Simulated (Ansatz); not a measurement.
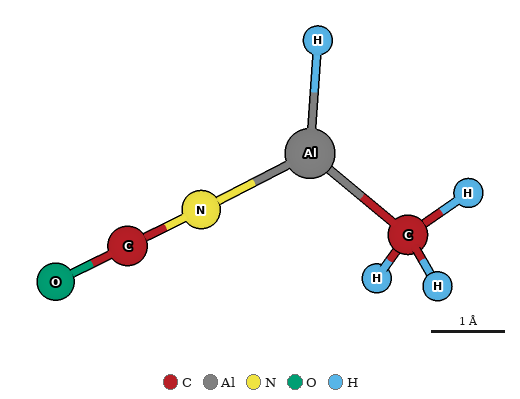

**Figure 1.** The structure (ball-and-stick view, seen at a tilt). Sticks mark near contacts. Bond lengths as drawn: Al–C 1.94 Å, Al–H 1.58 Å, Al–N 1.78 Å, C–H 1.09 to 1.10 Å, C–N 1.19 Å and C–O 1.17 Å.

Single-point calculation of C2H4AlNO

- system: C2H4AlNO
- method: RKS r2SCAN-D4/def2-TZVPP (Ansatz 0.2.0)

The geometry comes from this level: PBE0-D4/def2-TZVP. Figures and captions count atoms from 1; the log counts them from 0 in places.

The input
```yaml
crystal:
  periodic: [false, false, false]
  atoms:
    - {symbol: C, position_ang: [-1.479795, -0.787162, 0.045391]}
    - {symbol: Al, position_ang: [0.119957, -0.030748, 0.835226]}
    - {symbol: N, position_ang: [1.322483, 0.697022, -0.251718]}
    - {symbol: C, position_ang: [2.142522, 1.192162, -0.965715]}
    - {symbol: O, position_ang: [2.941840, 1.675124, -1.665548]}
    - {symbol: H, position_ang: [-2.104258, -1.304890, 0.776994]}
    - {symbol: H, position_ang: [-2.087958, -0.002442, -0.416842]}
    - {symbol: H, position_ang: [-1.228129, -1.494406, -0.750743]}
    - {symbol: H, position_ang: [0.461938, 0.009040, 2.375856]}
basis:
  gaussian: {orbitals: def2-TZVPP}
hamiltonian: {xc: r2scan, dispersion: d4}
output: {forces: true, orbitals: {seedname: orbitals}}
```

Output
```
Functional definition: r2SCAN
  name "r2SCAN"
  cite "Furness, Kaplan, Ning, Perdew & Sun, J. Phys. Chem. Lett. 11, 8208 (2020) doi:10.1021/acs.jpclett.0c02405"
  cite "Furness, Kaplan, Ning, Perdew & Sun, J. Phys. Chem. Lett. 11, 9248 (2020) doi:10.1021/acs.jpclett.0c03077"
  parent r2scan
  parameter k0 = 0.174
  parameter k1 = 0.065
  parameter a1 = 4.9479
  exchange = r2scan_x(k0 = k0, k1 = k1, a1 = a1)
  correlation = r2scan_c
1171 factors; their error is unknown
mean field evaluation 1: about -12259.1997 eV, gradient 8.5e1 eV
mean field evaluation 2: about -12242.2523 eV, gradient 1.1e2 eV
mean field evaluation 4: about -12273.0100 eV, gradient 1.6e1 eV
mean field evaluation 8: about -12273.5200 eV, gradient 2.2e-1 eV
mean field evaluation 16: about -12273.5061 eV, gradient 3.1e-4 eV
mean field -12273.50611287 eV, -451.0430303667 hartree, gradient 1.9e-5 eV, S^2 0.000000; 0 other end points of the search recorded, 0 dependent functions left out
the calculation of the forces begins
reference -12273.50612579 eV, -451.0430308416 hartree; 22, 22 occupied and 200, 200 virtual orbitals, 1171 factors
Total energy: -12273.54469793 eV, -451.0444483416 hartree
Atom 0 at    -1.479795    -0.787162     0.045391 Å, force     0.035336     0.007541     0.047322 eV/Å
Atom 1 at     0.119957    -0.030748     0.835226 Å, force     0.016395     0.007354     0.009571 eV/Å
Atom 2 at     1.322483     0.697022    -0.251718 Å, force    -0.286126    -0.171713     0.245555 eV/Å
Atom 3 at     2.142522     1.192162    -0.965715 Å, force    -0.039446    -0.023714     0.037834 eV/Å
Atom 4 at     2.941840     1.675124    -1.665548 Å, force     0.321783     0.194011    -0.281416 eV/Å
Atom 5 at    -2.104258    -1.304890     0.776994 Å, force    -0.006709     0.006249    -0.037702 eV/Å
Atom 6 at    -2.087958    -0.002442    -0.416842 Å, force    -0.002970    -0.028922    -0.003075 eV/Å
Atom 7 at    -1.228129    -1.494406    -0.750743 Å, force    -0.026098     0.013114     0.006069 eV/Å
Atom 8 at     0.461938     0.009040     2.375856 Å, force    -0.012165    -0.003920    -0.024158 eV/Å
Dipole moment:    -0.436757    -0.245467     0.189648 e Å
```

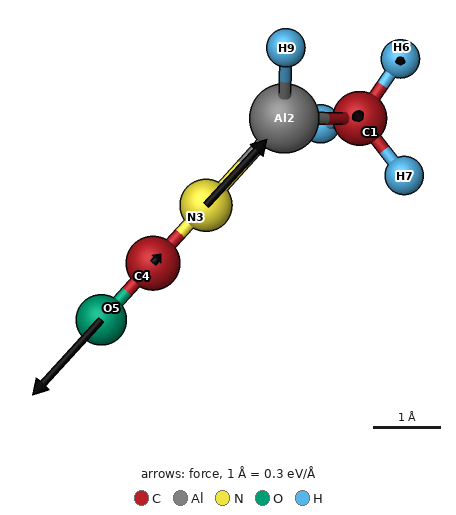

**Figure 2.** Forces on the atoms as black arrows (ball-and-stick view, seen at a tilt; atoms are numbered from 1 in the order of the input); the smallest are left out. The largest act on O5 (0.47 eV/Å); N3 (0.41 eV/Å). The geometry is not a stationary point of this energy.

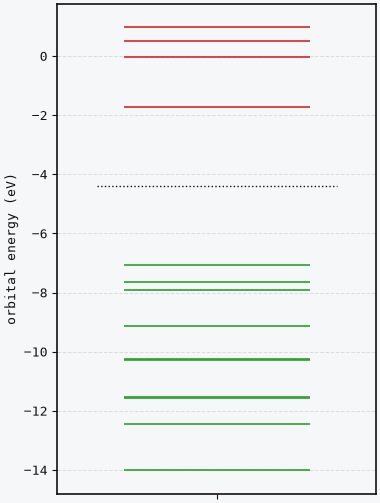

**Figure 3.** Orbital energies near the frontier; the dotted line parts filled from empty levels, and levels within 0.02 eV of each other stand side by side. Highest filled −7.05 eV, lowest empty −1.71 eV, 5.34 eV apart.

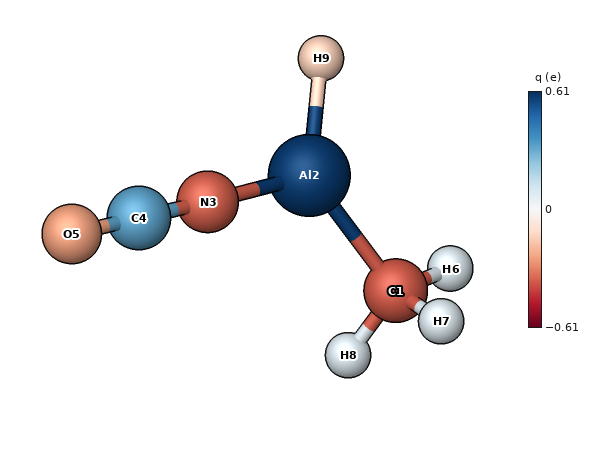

**Figure 4.** Mulliken charges, as the colour of each atom (ball-and-stick view, seen at a tilt; atoms are numbered from 1 in the order of the input). By element: C −0.37 to +0.32, Al +0.58, N −0.36, O −0.25 and H −0.14 to +0.07 e.

Summary

- outcome: converged
- total energy: −12273.5447 eV
- mean-field energy: −12273.5061 eV
- dispersion energy: −0.0386 eV
- SCF solution under orbital rotations: stable
- HOMO: −7.05 eV
- LUMO: −1.71 eV
- largest force (length of the vector): 0.469 eV/Å
- dipole moment: 2.57 D
- hardware: 2 CPU threads, shared host
- wall time: 2.8 s (CPU time 5.3 s)
- peak memory: 0.28 GiB
